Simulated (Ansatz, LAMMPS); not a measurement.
# Gap against volume in glassy 50SiO2-43CaO-7P2O5 (mol %) (85 atoms)

Density of this cell: 2.58 g/cm³. The cell holds 85 atoms: 15 Si, 13 Ca, 4 P and 53 O. Cell: a = 10.718 Å, b = 10.723 Å, c = 10.756 Å, α = 91.9°, β = 85.5°, γ = 89.1°. The starting structure: 85 atoms (15 Si, 13 Ca, 4 P, 53 O) placed at random at 2.63 g/cm³, melted at 4000 K for 10 ps at fixed volume with the Morse and Coulomb pair potential with partial charges (Pedone, Malavasi, Menziani, Cormack and Segre, J. Phys. Chem. B 110, 11780 (2006)). Quenched from 4000 K to 300 K at 30 K/ps and fixed volume, held 10 ps at zero pressure.

Calculated with Ansatz 0.2.0: Kohn-Sham DFT, RPBE, PAW (set soft_2), plane waves; cutoff 420 eV, Γ point, fixed occupations. The relaxed cell was scaled evenly and the atoms were relaxed at each volume. The gap is that between the highest filled and the lowest empty Kohn-Sham level on the run's k-points.

| volume (Å³/atom) | gap (eV) |
| --- | --- |
| 13.038 | 4.680 |
| 13.618 | 4.552 |
| 14.052 | 4.482 |
| 14.487 | 4.366 |
| 14.922 | ? |
| 15.356 | 4.189 |

**Question.** Fit a straight line in ln V to the rows given and interpolate to the withheld row.

**Working.**

A volume deformation potential makes the spacing linear in u = ln(V/V0), with V0 = 14.487 Å³ the relaxed volume; v is the spacing.

```
u = ln(V/V0)  v (eV)
   -0.105361  4.6796
  -0.0618753  4.5522
  -0.0304597  4.4824
           0  4.3659
   0.0582684   4.189
```

With n = 5: mean u = -0.0278854, mean v = 4.45382, Σ(u − ū)² = 0.015364, Σ(u − ū)(v − v̄) = -0.046177. Slope b = -0.046177 / 0.015364 = -3.0054; intercept a = v̄ − b ū = 4.3700.

At the withheld volume u = 0.02956, and v = a + b u.

Prediction at 14.922: 4.281 eV. The run gave 4.293 eV, so the fit is low by 0.012 eV (0.29 % of the value).

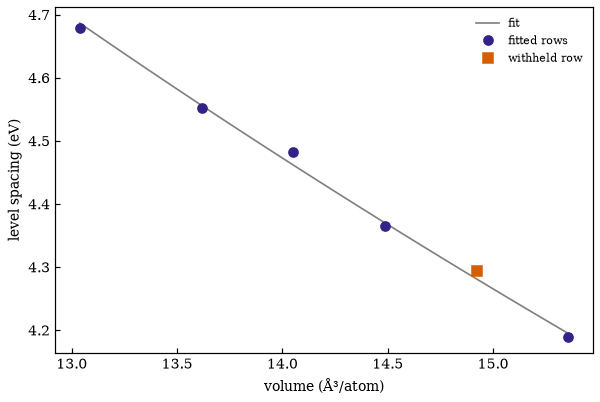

The fit, the rows that it rests on and the withheld row.

The slope, -3.01 eV, says that the spacing narrows on expansion. Among the rows given, the largest miss of the fit is at 14.052, by 0.021 eV (4.2 % of the range of the table).

Limits: The table spans 16 % in volume, wide for a linear law. Semilocal functionals tend to put gaps under measured ones. Only the Γ point is sampled. Atoms move by up to 1.1 Å in these relaxations, so the structure changes along the series. Defect or tail levels can set the spacing of a disordered cell.

[Logs are printed without paths, hosts, clocks, repeated set-up lines and the standing remarks that a program may print on its own settings, such as how far it seeks lower states.]

[Hosts, paths, dates, database ids (printed as entryN), source tags and the programs' standing remarks are cut or masked in the printed files.]
